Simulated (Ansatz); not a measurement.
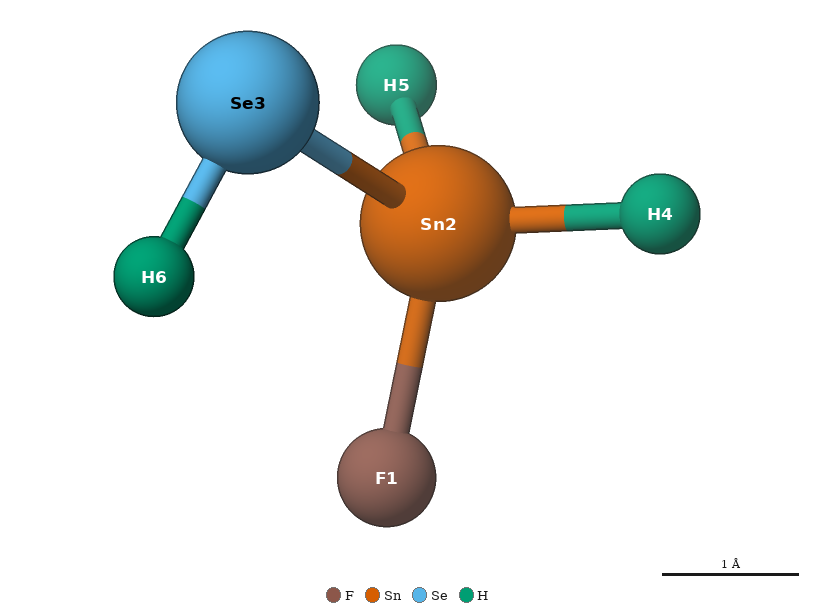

Source: calculation with Ansatz.

The atoms are numbered. Geometry: moved along internal coordinates away from the minimum.

### How are the neighbours of atom 3 arranged?

Se3 has 2 neighbours (Sn2 at 2.51, H6 at 1.47 Å); the arrangement is bent.

### How are the neighbours of atom 2 arranged?

Sn2 has 4 neighbours (F1 at 1.92, Se3 at 2.51, H4 at 1.70, H5 at 1.70 Å); the arrangement is tetrahedral.
